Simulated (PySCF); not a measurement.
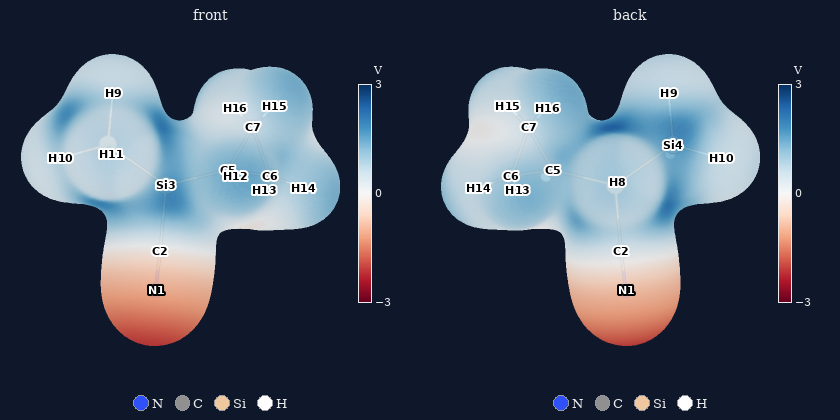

Figure 1: C4H9NSi2. The molecular electrostatic potential painted on the density surface at 0.004 e/bohr³, seen from the front and from behind; the colour scale runs from red (negative) to blue (positive).

Geometry: GFN2-xTB.

Computed with PySCF, PBE0/def2-SVPD, SCF density, gas phase.

```xyz
16

N     1.2267    3.2243   -1.0776
C     0.9143    2.1246   -0.9915
Si    0.4751    0.3101   -0.8426
Si    2.4004   -0.9615   -0.6275
C    -0.6404    0.2093    0.6774
C    -2.1158    0.4770    0.5755
C    -1.6300   -0.9171    0.7882
H    -0.3518    0.0786   -2.0413
H     2.0709   -2.3819   -0.4738
H     3.2571   -0.8307   -1.8062
H     3.1856   -0.5659    0.5435
H    -0.1829    0.5115    1.6139
H    -2.5262    0.7350   -0.3893
H    -2.5997    0.9848    1.3966
H    -1.7832   -1.3751    1.7543
H    -1.7077   -1.6142   -0.0338
```

**Where is the surface potential most negative and most positive?**

The most negative region (about −2.1 V, or −48 kcal/mol for a unit charge) lies over N1, the most positive (about +2.2 V, or +51 kcal/mol for a unit charge) over Si3. N1 is the likeliest acceptor of a hydrogen bond.

**How polar is the molecule by this calculation?**

Its dipole moment is 4.28 D.
